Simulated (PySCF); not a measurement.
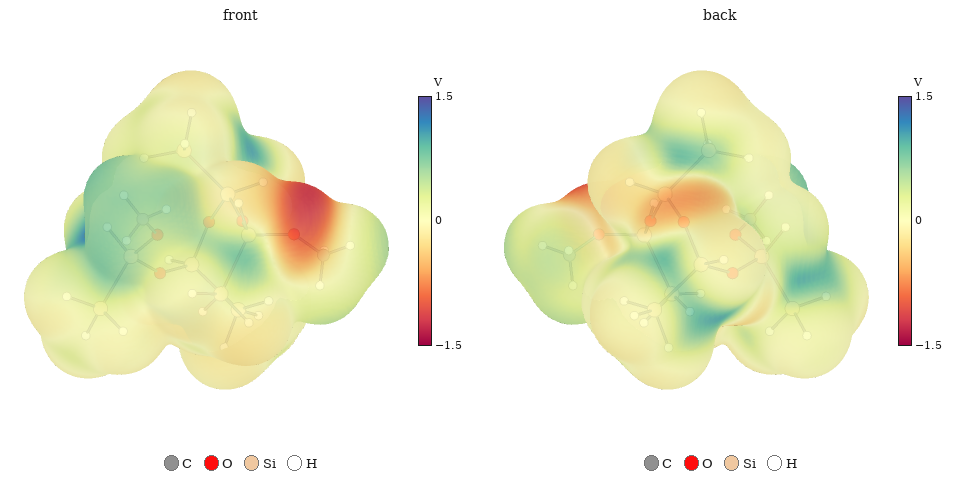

Figure. C2H22O5Si8. The molecular electrostatic potential painted on the density surface at 0.001 e/bohr³, seen from the front and from behind; the colour scale runs from red (negative) to blue (positive).

Geometry: GFN2-xTB.

The calculation used PySCF 2.14.0, wB97X-D/6-31G*, SCF density, gas phase, non-relativistic.

Input

```
{"job": {"xc": "wB97X-D", "basis": "6-31G*", "kind": "nmr", "pop": true}, "charge": 0, "multiplicity": 1}
C      4.287380     0.418569     1.050148
O      3.417987     1.351918     0.486842
Si     1.813355     1.235283     0.234607
Si     0.599611     0.880518     2.149157
O      1.538375     0.009772    -0.796847
Si     1.061589    -0.726205    -2.157605
Si    -0.180594     0.674237    -3.468034
O      0.185265    -2.027749    -1.723777
Si    -0.633641    -2.637733    -0.465378
Si     0.785665    -3.190597     1.241325
O     -1.667611    -1.525728     0.127873
Si    -2.505285    -0.169896    -0.117748
Si    -3.733689     0.155841     1.792579
O     -1.393870     1.013772    -0.329770
C     -1.731241     2.360916    -0.456510
H      5.300050     0.819593     0.986335
H      4.242124    -0.530726     0.509849
H      4.037262     0.239134     2.099723
H      1.696749     2.487696    -0.516021
H      1.468206     0.816323     3.345289
H     -0.207867    -0.343250     2.237659
H     -0.302125     2.012215     2.431972
H      2.287030    -1.349260    -2.671280
H     -1.637159     0.456200    -3.475321
H     -0.004157     2.102916    -3.155352
H      0.208194     0.555601    -4.884879
H     -1.493053    -3.611864    -1.141407
H      1.958475    -2.313204     1.409079
H      0.145376    -3.237100     2.565247
H      1.350092    -4.536520     1.036593
H     -3.241086    -0.308601    -1.387664
H     -4.779361     1.170854     1.567297
H     -4.454141    -1.033899     2.263327
H     -2.980718     0.655825     2.953795
H     -0.812573     2.945072    -0.477399
H     -2.288645     2.531652    -1.380432
H     -2.347882     2.684845     0.387147
```

Run with:

```sh
OMP_NUM_THREADS=1 python ens_run.py task.json out
```

> Where is the surface potential most negative and most positive?

The most negative region (about −1.2 V, or −28 kcal/mol for a unit charge) lies over O2, the most positive (about +1.0 V, or +23 kcal/mol for a unit charge) over the Si atoms. O2 is the likeliest acceptor of a hydrogen bond.
